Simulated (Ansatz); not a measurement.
**Al2Au: response to strain**

The reference is Al2Au (space group Fm-3m, No. 225; a = 6.0611 Å; relaxed with 0.1 eV smearing).

Strains are applied to the cell and any free atomic positions relax.

All numbers come from PBE (Ansatz, a first-principles code), no spin-orbit coupling.

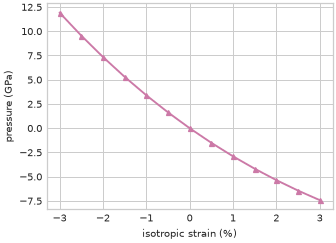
*Pressure against isotropic strain*

```json
[
 {"isotropic strain (%)": "-3", "pressure": "11.9 GPa"},
 {"isotropic strain (%)": "-2.5", "pressure": "9.6 GPa"},
 {"isotropic strain (%)": "-2", "pressure": "7.3 GPa"},
 {"isotropic strain (%)": "-1.5", "pressure": "5.3 GPa"},
 {"isotropic strain (%)": "-1", "pressure": "3.4 GPa"},
 {"isotropic strain (%)": "-0.5", "pressure": "1.6 GPa"},
 {"isotropic strain (%)": "0.5", "pressure": "-1.5 GPa"},
 {"isotropic strain (%)": "1", "pressure": "-2.9 GPa"},
 {"isotropic strain (%)": "1.5", "pressure": "-4.2 GPa"},
 {"isotropic strain (%)": "2", "pressure": "-5.4 GPa"},
 {"isotropic strain (%)": "2.5", "pressure": "-6.4 GPa"},
 {"isotropic strain (%)": "3", "pressure": "-7.4 GPa"}
]
```

Whether these cells are dynamically stable was not tested.
